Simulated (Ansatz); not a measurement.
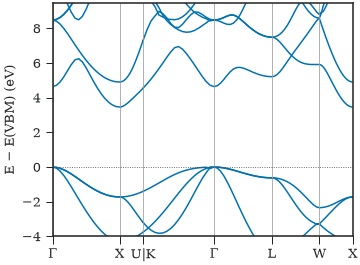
Figure. Band structure from the program Ansatz at the r²SCAN level (PAW)

### Question
Read off the gap and where the band edges lie.

### Answer
About 3.5 eV (3.46 eV by a search for the band edges); maximum at Γ, minimum at X.

### Question
Which compound is it?
A. Na2S, anti-fluorite
B. BaS, rock salt
C. BaTe, rock salt
D. MgS, rock salt

### Answer
D, MgS, rock salt

Space group Fm-3m (rock salt). Symmetry was held in the r²SCAN relaxation.

Potentials: the later of the program's two PAW sets.
